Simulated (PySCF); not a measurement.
# Run report: CH₇NOSi₂, excited-state calculation

The run: excited-state calculation of CH₇NOSi₂, SMILES C=N[SiH2]O[SiH3]. Method and program: TDDFT PBE0/def2-SVPD, vertical, gas phase, core orbitals frozen in the response (PySCF 2.14.0).

The geometry comes from this level: GFN2-xTB.

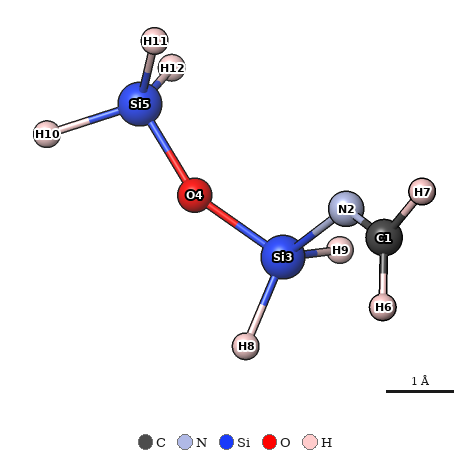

The input geometry (ball-and-stick view, seen at a tilt; atoms are numbered from 1 in the order of the input). Bond lengths as drawn: C–H 1.09 to 1.10 Å, C–N 1.25 Å, H–Si 1.46 Å, N–Si 1.73 Å and O–Si 1.62 Å.

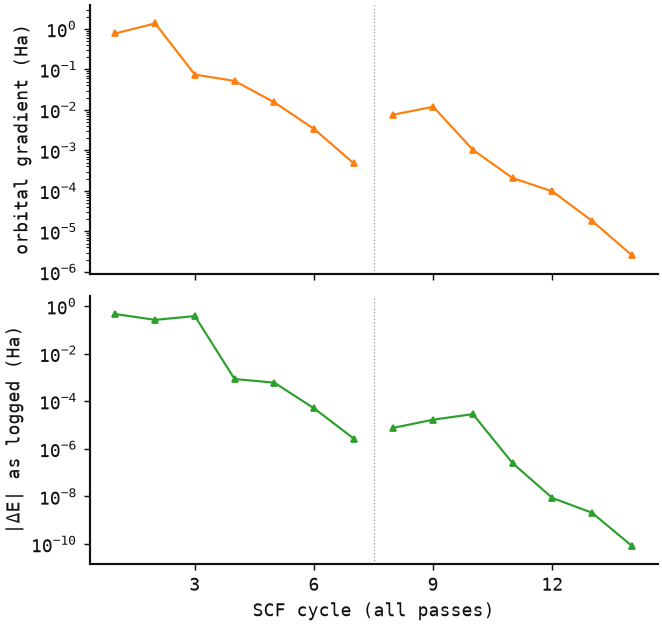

Convergence of the self-consistent field: orbital gradient and size of the energy change against the SCF cycle. The dotted line marks the change from a coarse to the final integration grid. The first 7 cycles use a coarse grid, the final grid takes over at cycle 8, and the field converges after 14 cycles in all.

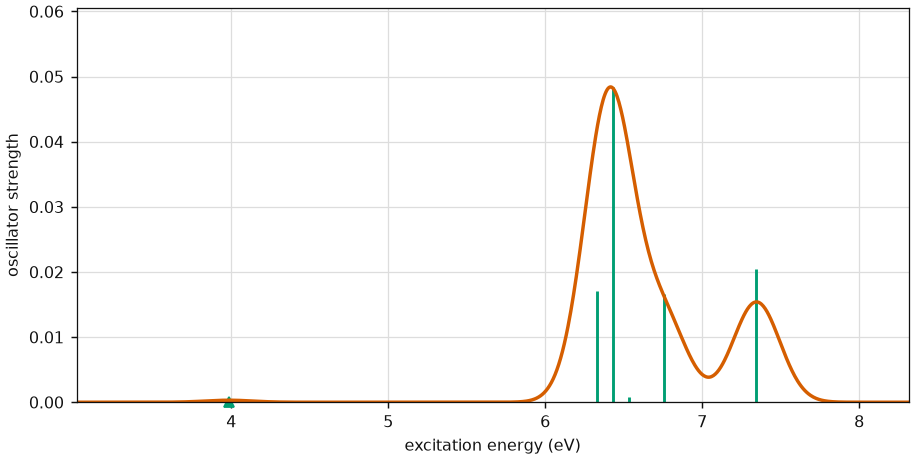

Computed excitations as sticks (degenerate states added up, dark ones marked on the axis), with a Gaussian envelope of 0.35 eV full width at half maximum, scaled to the tallest. Of the 6 states the lowest lies at 3.98 eV (f = 0.000); the strongest line is at 6.43 eV, or 193 nm (f = 0.048).

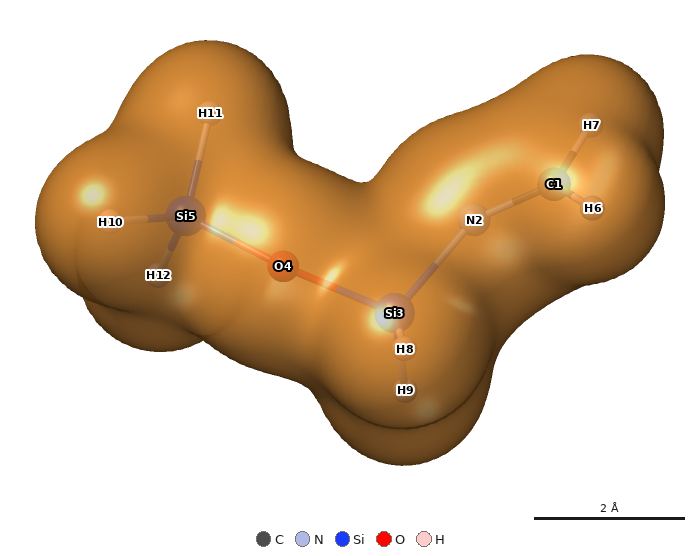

Isosurface of the total electron density at 0.05 e/Å³ (orange), seen at a tilt. At this value the surface is in one piece. On the grid the lowest density along these lines, outside the cores, is 2.7 e/Å³ (C–N, 1.25 Å), 0.95 e/Å³ (Si–O, 1.62 Å), 0.91 e/Å³ (Si–N, 1.73 Å) and 1.9 e/Å³ (C–H, 1.09 Å).

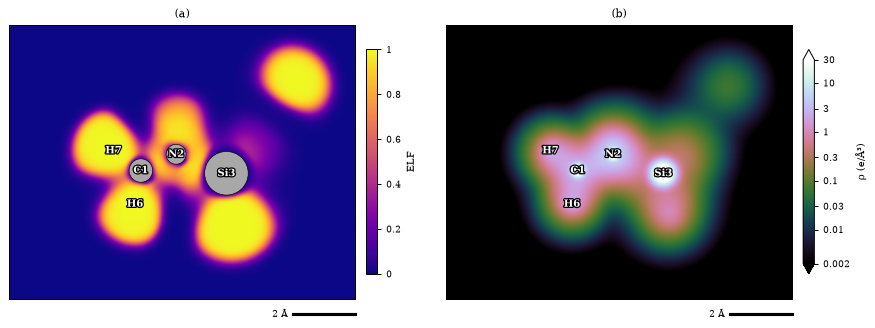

(a) ELF; (b) total electron density on the plane of atoms C1, N2 and Si3. Grey discs, where drawn, cover atomic cores.

These pictures come from the run below.

## The input
```
{"job": {"kind": "uv", "xc": "PBE0", "basis": "def2-SVPD", "nstates": 6, "ntriplets": 2}, "charge": 0, "multiplicity": 1}
C      2.492464     0.820993     0.458980
N      1.407107     0.576616    -0.100330
Si     0.521045    -0.863285    -0.444761
O     -0.998905    -0.590378     0.036186
Si    -2.430804     0.162790     0.048325
H      3.151687     0.068497     0.905116
H      2.841299     1.850037     0.523725
H      0.880253    -2.086010     0.270854
H      0.582819    -0.970226    -1.898802
H     -3.273012    -0.717628     0.855497
H     -2.263822     1.484299     0.649366
H     -2.908933     0.263609    -1.330183
```

The first line tells a small driver script what to run in PySCF; the rest is the geometry in Å.

Command:
```bash
OMP_NUM_THREADS=1 python <driver script> task.json out
```

## The program's output
```
coarse grid: 10824 points
cycle   1  E = -750.3730566608  dE =  4.597e-01  |g| = 7.708e-01  |ddm| = 4.517e+00
cycle   2  E = -750.1109393654  dE =  2.621e-01  |g| = 1.361e+00  |ddm| = 2.473e+00
cycle   3  E = -750.4887903233  dE = -3.779e-01  |g| = 7.428e-02  |ddm| = 1.628e+00
cycle   4  E = -750.4896433830  dE = -8.531e-04  |g| = 5.169e-02  |ddm| = 1.746e-01
cycle   5  E = -750.4902441029  dE = -6.007e-04  |g| = 1.537e-02  |ddm| = 7.538e-02
cycle   6  E = -750.4902943770  dE = -5.027e-05  |g| = 3.374e-03  |ddm| = 2.302e-02
cycle   7  E = -750.4902970469  dE = -2.670e-06  |g| = 4.783e-04  |ddm| = 5.341e-03
final grid: 94864 points
cycle   8  E = -750.5871785347  dE = -7.566e-06  |g| = 7.615e-03  |ddm| = 5.413e-02
cycle   9  E = -750.5871618341  dE =  1.670e-05  |g| = 1.194e-02  |ddm| = 2.101e-02
cycle  10  E = -750.5871904613  dE = -2.863e-05  |g| = 1.031e-03  |ddm| = 1.290e-02
cycle  11  E = -750.5871907086  dE = -2.473e-07  |g| = 2.069e-04  |ddm| = 1.275e-03
cycle  12  E = -750.5871907171  dE = -8.530e-09  |g| = 9.724e-05  |ddm| = 4.402e-04
cycle  13  E = -750.5871907191  dE = -2.037e-09  |g| = 1.818e-05  |ddm| = 1.461e-04
cycle  14  E = -750.5871907192  dE = -8.322e-11  |g| = 2.584e-06  |ddm| = 3.480e-05
converged SCF energy = -750.5871907192

Static polarisability (au): isotropic 74.504, principal 62.700 69.969 90.842

Singlet excitations
state   eV       nm        f      main configurations
  1   3.9838    311.2   0.00041   H->L 0.98
  2   6.3295    195.9   0.01712   H->L+1 0.56, H-1->L 0.21, H->L+2 0.18
  3   6.4327    192.7   0.04841   H-1->L 0.74, H->L+1 0.18
  4   6.5364    189.7   0.00081   H->L+2 0.75, H->L+1 0.20
  5   6.7550    183.5   0.01664   H-2->L 0.94
  6   7.3463    168.8   0.02047   H->L+4 0.84

Triplet excitations (Tamm-Dancoff, eV): 3.3505 5.0783
```

## Results in brief

```tsv
quantity	value
outcome	converged
total energy	−750.587191 hartree
HOMO	−7.13 eV
LUMO	−1.07 eV
dipole moment	1.47 D
mean polarisability	74.50 a.u.
lowest singlet excitation	3.98 eV
hardware	1 CPU thread, shared host
wall time	20 s
peak memory	0.71 GiB
```
